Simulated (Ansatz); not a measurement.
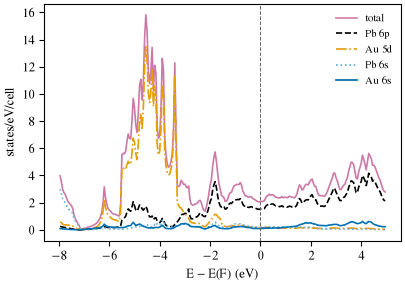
*Total and projected density of states of Pb2Au in space group I4/mcm (No. 140; Pb on 8h, Au on 4a), plane-wave PAW PBEsol (Ansatz code)*

Question: Which orbitals carry the states next to the Fermi level?

Answer: Within 0.5 eV of the Fermi level: Pb 6p 72 %, Pb 6s 9 %, Au 5d 8 %, Au 6s 5 %. Projections are on Löwdin-orthogonalised atomic valence shells; empty p or d shells of many metals are not among them.

Question: Where is the tallest occupied peak in this window, and what makes it?

Answer: Near -4.5 eV, about 16 states/eV per cell; the largest projected share is Au 5d.

The workflow started from a Materials Project entry (that database holds measured and hypothetical structures alike); the Crystallography Open Database files this formula in space group No. 140, but the cells were not matched. Whether it is the stable phase at ambient conditions was not checked. The cell was relaxed with PBEsol under the symmetry of its start; of distortions, only those at the zone centre were tested. Spin–orbit coupling is left out wherever it is not named.

Potentials: the later of the program's two PAW sets.
